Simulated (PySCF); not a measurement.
**Atomic calculation for Sr⁻**

System: Sr⁻, configuration 1s2 2s2 2p6 3s2 3p6 3d10 4s2 4p6 4d1 5s2, multiplicity 2.
Method: unrestricted HF, ANO-RCC-VTZP, spin-free X2C-1e, Gaussian nucleus (PySCF).

## Input file
```python
from pyscf import gto, scf, dft, mp, cc
import basis_set_exchange as bse
mol = gto.M(atom="Sr 0 0 0", charge=-1, spin=1, symmetry="D2h",
            basis=gto.basis.parse(bse.get_basis("ANO-RCC-VTZP", elements=["Sr"], fmt="nwchem")),
            nucmod="G")
mf = scf.UHF(mol).sfx2c1e()
mf.irrep_nelec = {'Ag': (7, 7), 'B1g': (2, 1), 'B2g': (1, 1), 'B3g': (1, 1), 'B1u': (3, 3), 'B2u': (3, 3), 'B3u': (3, 3)}
mf.kernel()
```

The script is an equivalent of what the driver set up; the driver started from orbitals of its own, so the log can be shorter than this script's would be, and it computed the properties (radii, ⟨L²⟩, response) afterwards. It held the occupations shell by shell, which the script's counts by irreducible representation don't always enforce.

Hardware: 1 CPU thread, shared host.

## The program's output (extracts)
```
damping factor = 0
level_shift factor = 0
DIIS = <class 'pyscf.scf.diis.CDIIS'>
diis_start_cycle = 1
diis_space = 10
diis_damp = 0
SCF conv_tol = 1e-09
SCF conv_tol_grad = None
number electrons alpha = 20  beta = 19
cycle= 1 E= -3177.14594050666  delta_E= -0.00145  |g|= 0.0109  |ddm|= 0.052
cycle= 2 E= -3177.14613033692  delta_E= -0.00019  |g|= 0.00423  |ddm|= 0.0249
cycle= 3 E= -3177.14620836881  delta_E= -7.8e-05  |g|= 0.00172  |ddm|= 0.0215
cycle= 4 E= -3177.14623144428  delta_E= -2.31e-05  |g|= 0.000663  |ddm|= 0.0149
cycle= 5 E= -3177.14623438736  delta_E= -2.94e-06  |g|= 0.000235  |ddm|= 0.00576
cycle= 6 E= -3177.14623466971  delta_E= -2.82e-07  |g|= 3.78e-05  |ddm|= 0.00202
cycle= 7 E= -3177.14623467699  delta_E= -7.28e-09  |g|= 1.06e-05  |ddm|= 0.000241
cycle= 8 E= -3177.14623467753  delta_E= -5.4e-10  |g|= 1.59e-06  |ddm|= 7.74e-05
converged SCF energy = -3177.14623467753  <S^2> = 0.76532448  2S+1 = 2.0152662
```

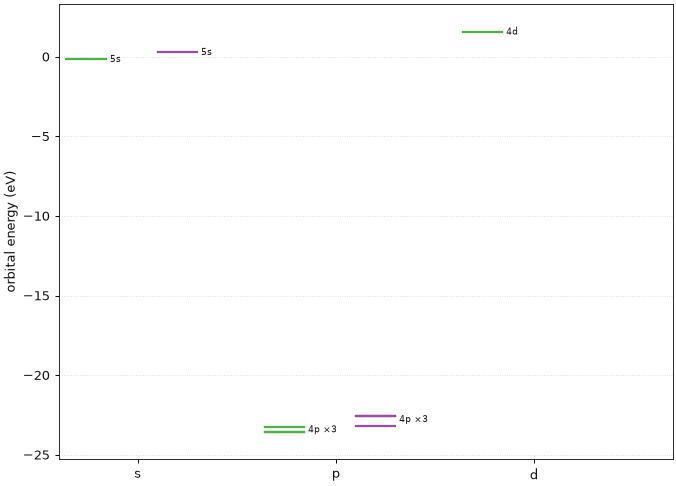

*Orbital energies of the mean field, from the top down to −23.5 eV, by angular momentum, α spin at the left of each column and β at the right; ×n counts the orbitals under one label.*

The highest filled orbital is 4d α at 1.57 eV, the lowest empty one p β at 4.35 eV. A filled level above zero isn't a property of the atom (see the remarks).

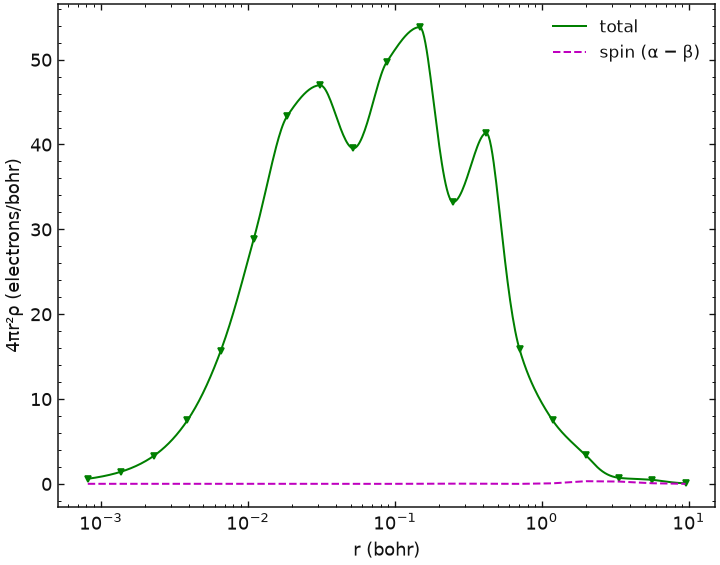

*Spherically averaged radial density 4πr²ρ of the mean field and its spin part; markers are the stored points, which are sparse, and the line is a monotone interpolation between them.*

The largest stored value is 53.8 electrons/bohr at r = 0.15 bohr. Root-mean-square radii of the shells: 3p 0.535, 3d 0.547, 4s 1.46, 4p 1.70, 4d 3.78, 5s 5.76 bohr. That of 4d and 5s is set by the basis, since the level lies above zero.

## Results in brief

| quantity | value |
| --- | --- |
| outcome | converged; a filled orbital lies above zero |
| total energy | −3177.1462 hartree |
| ⟨S²⟩ | 0.765 |
| ⟨L²⟩ | 6.04 |
| SCF iterations | 8 |
| CPU time | 21 s (integrals apart) |

## Notes

The highest filled orbital (4d, 1.57 eV) lies above zero. Hartree–Fock in this basis doesn't bind the extra electron, and only the finite basis holds it. Radii and densities are those of the two-component orbitals, without the picture-change correction, so the innermost s shells come out slightly too small (about 1 % for 1s near Z = 40, more for heavier atoms).
